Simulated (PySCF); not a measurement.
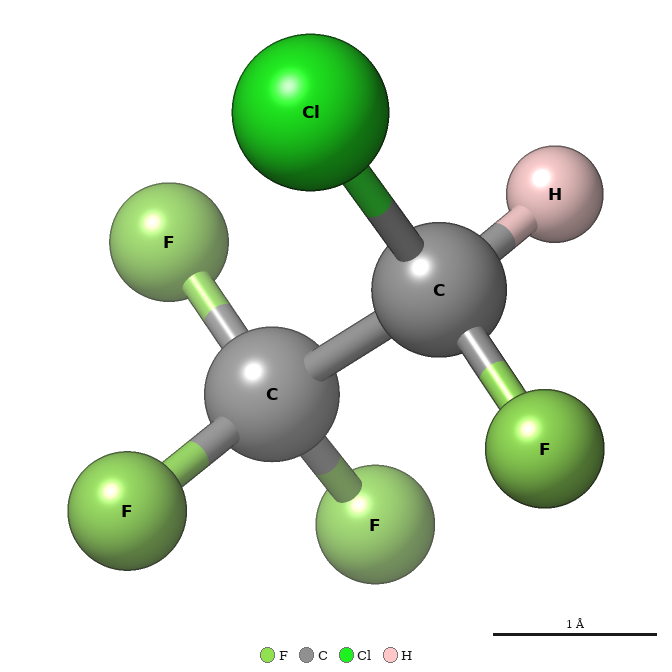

Atoms fade into the background with distance from the viewer. The computed structure is the end point of a PBE0-D3(BJ)/def2-SVP optimisation. No frequency run is at hand to confirm it as a minimum. Masses are those of the most abundant isotopes; constants are for the rigid equilibrium geometry.

> Classify the rotor and give the rotational constants (MHz).

An asymmetric top (C1): A = 3195, B = 1790, C = 1456 MHz. Ray's parameter κ is −0.62, nearer the prolate limit.
